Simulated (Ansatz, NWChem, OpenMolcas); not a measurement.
## GeH3Br (SMILES [GeH3][Br]): methods side by side

GeH3Br has 5 atoms, charge 0, and is taken as a singlet. SMILES: `[GeH3][Br]`. Geometry: relaxed at PBE0-D4/def2-TZVP.

```csv
atom,x (Å),y (Å),z (Å)
Ge,0.1390,0.0137,-0.1291
Br,-1.5485,-0.1525,1.4383
H,0.1282,1.4522,-0.6551
H,-0.1722,-0.9959,-1.2381
H,1.4534,-0.3175,0.5841
```

Each level gives the electronic atomisation energy (eV). The values are calculated. Electronic energies at fixed atoms, without zero-point motion or spin-orbit coupling.

| level | kind | program | value (eV) |
| --- | --- | --- | --- |
| PBE/aug-cc-pVDZ | GGA | OpenMolcas | 12.32 |
| r2SCAN/aug-cc-pVDZ | meta-GGA | NWChem | 12.64 |
| B3LYP/aug-cc-pVDZ | global hybrid | Ansatz | 12.30 |
| PBE0/aug-cc-pVDZ | global hybrid | Ansatz | 12.36 |
| r2SCAN0/aug-cc-pVDZ | hybrid meta-GGA | Ansatz | 12.55 |
| CAM-B3LYP/aug-cc-pVDZ | range-separated hybrid | Ansatz | 12.42 |
| wB97M-V/aug-cc-pVDZ | range-separated hybrid | Ansatz | 12.48 |
| wB97X/aug-cc-pVDZ | range-separated hybrid | Ansatz | 12.62 |

All-electron rows without a relativistic Hamiltonian named are non-relativistic. The values span 12.30 to 12.64 eV.

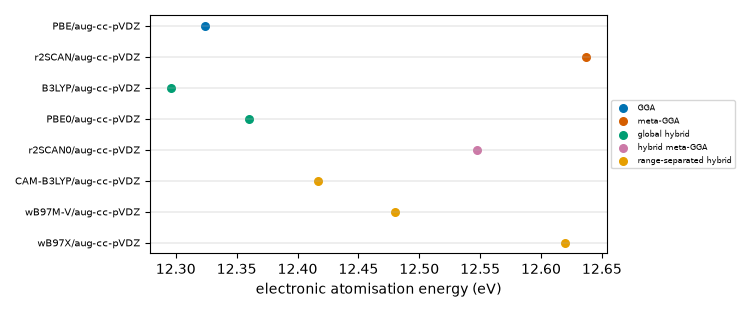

The values of the table, level by level.
